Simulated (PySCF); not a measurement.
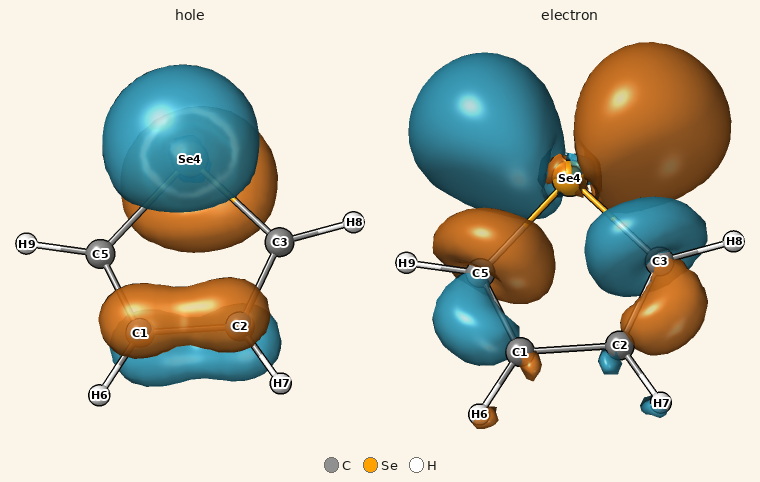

Figure 1: C4H4Se, SMILES `c1cc[se]c1`. Leading natural transition orbital pair of S₁ (TDA singlet states); the surfaces enclose about 70 % of each orbital's density.

Level of theory: ωB97X/def2-SVPD (PySCF), at a geometry from GFN2-xTB. No frequency check shows the geometry to be a minimum. GFN2-xTB bond lengths at metals and heavier atoms can be off by up to 0.1 Å and shapes distorted, which carries into these values.

> Give its energy, strength and character.

5.57 eV (222 nm), f = 0.000 (dark), n → σ*; the leading pair carries 100 %; hole on Se4 (67 %) and C1 and C2 (11 % each), electron on Se4 (66 %) and C3 and C5 (12 % each); their centroids lie 0.7 Å apart. In canonical orbitals it is mainly HOMO → LUMO+1 (73 %). The HOMO–LUMO gap is 10.51 eV.
